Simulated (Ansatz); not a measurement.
System: WBrF$_{4}$.

Input file:

```
crystal:
  lattice:
    - [4.6730533941, -5.1955469439, 0.0]
    - [4.6730533941, 5.1955469439, 0.0]
    - [0.0, 0.0, 3.3068853813]
  atoms:
    - { symbol: W, position: [0.0, 0.0, 0.0] }
    - { symbol: Br, position: [0.5, 0.5, 0.5] }
    - { symbol: F, position: [0.128705923, 0.128705923, 0.5] }
    - { symbol: F, position: [0.871294077, 0.871294077, 0.5] }
    - { symbol: F, position: [0.8242300108, 0.1757699892, 0.0] }
    - { symbol: F, position: [0.1757699892, 0.8242300108, 0.0] }
basis:
  ecutwfc: 420
kpoints:
  mp_grid: { grid: [6, 6, 12] }
  band_path:
    path:
      - [[0.0, 0.0, 0.0], [-0.5, 0.5, 0.0], [-0.45224554, 0.54775446, 0.0]]
      - [[0.45224554, 0.45224554, 0.0], [0.0, 0.0, 0.0], [0.0, 0.0, 0.5], [0.45224554, 0.45224554, 0.5]]
      - [[-0.45224554, 0.54775446, 0.5], [-0.5, 0.5, 0.5], [-0.5, 0.5, 0.0]]
      - [[0.0, 0.0, 0.0], [0.0, 0.5, 0.0], [0.0, 0.5, 0.5], [0.0, 0.0, 0.5], [-0.5, 0.5, 0.5]]
    npoints: 14
hamiltonian:
  xc: pbe
scf:
  occupations: { method: gaussian, width: 0.1 }
  n_extra_bands: 15
output:
  forces: true
  stress: true
  eigenvalues: true
  populations: true
  dos: { projected: true, de: 0.02, nscf_kmesh: { grid: [8, 8, 15] } }
  bader: true
  write_density: true
  write_potential: true
  elf: true
  volumetric_format: npy
```

Command:

```sh
ansatz run input.yaml --threads 1 --pin off --max-ram 2560MiB --backend cpu --events-out ev --progress --plain --runs-dir out
```

Below, planes, directions and counts refer to the conventional cell (a = 9.35 Å, b = 10.39 Å, c = 3.31 Å, α = 90.00°, β = 90.00°, γ = 90.00°).

Space group Cmmm; a structure generated by program, which may or may not match a known phase; computed without spin polarisation.

Theory: DFT PBE, scalar-relativistic, plane waves, PAW (Ansatz).

### Predict the valence pseudo-density and electron localisation function between the atoms.

W–F (1.83 Å): the density is about 1.3 e/Å³ at the midpoint; the ELF peaks at about 0.75 in the valence shell of F, 0.5 Å from its nucleus, and drops to about 0.25 between the two atoms (no shared electron pair shows on this line).
Bader's partition of the density gives W +2.63, Br −0.24 and F −0.64 to −0.56 e.

### What Bader charges does the calculation give?

Electrons move from W towards Br and F. Bader charges: W +2.63, Br −0.24 and F −0.64 to −0.56 e.

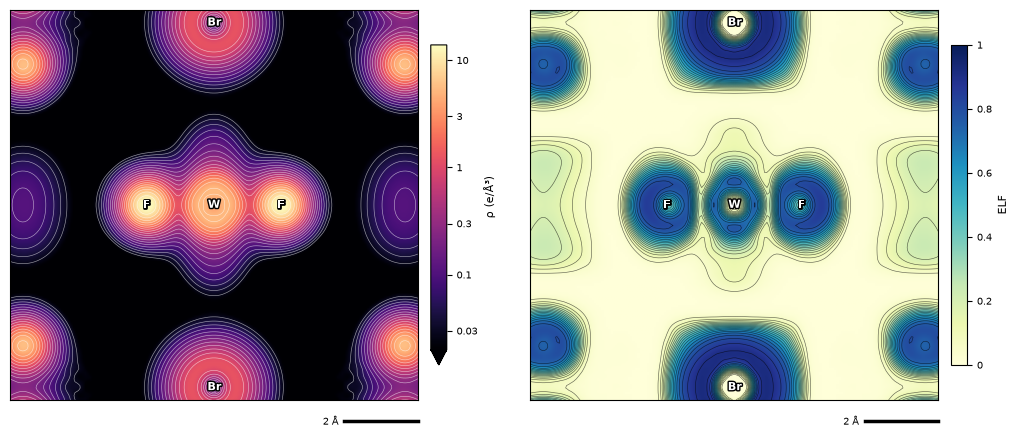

Computed valence pseudo-density and electron localisation function on the (101) plane of the conventional cell, in this order. Atoms just off the plane (F, 0.4 Å away) can leave unmarked features too.

In a PAW calculation such maps are meaningful between the atoms, not at the nuclei.
